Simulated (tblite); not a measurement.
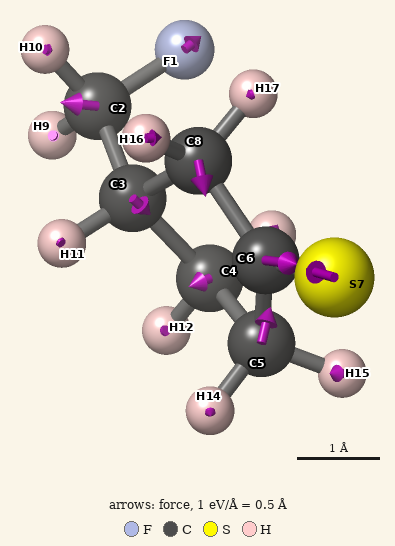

Starting geometry of C₆H₉FS with the computed forces as purple arrows. A ball-and-stick model, seen from a free direction.

All numbers below come from tblite, GFN2-xTB geometry optimisation, gas phase. 

> What follows when this structure is relaxed?

It isn't relaxed: the largest force vector, on a C atom, is 1.76 eV/Å. The final displacements follow the starting forces only in part (cosine between the two patterns 0.42). Over 40 geometry steps the energy falls by 0.124 eV. The largest move after the best rigid fit is that of an H atom, 0.064 Å. By element the largest moves are H 0.064 Å, C 0.052 Å, F 0.039 Å, S 0.015 Å. Near-neighbour distances that change, for instance: C–S 1.658 → 1.618 Å, C–F 1.352 → 1.374 Å, C–C 1.514 → 1.493 Å, C–C 1.552 → 1.535 Å. Among the angles between lasting bonds that change: C–C–C 112.7° → 109.4°, C–C–C 101.7° → 105.0°, C–C–H 112.4° → 109.6°. Cost: 0.2 s on 1 thread of Arm Neoverse V2 (shared host).
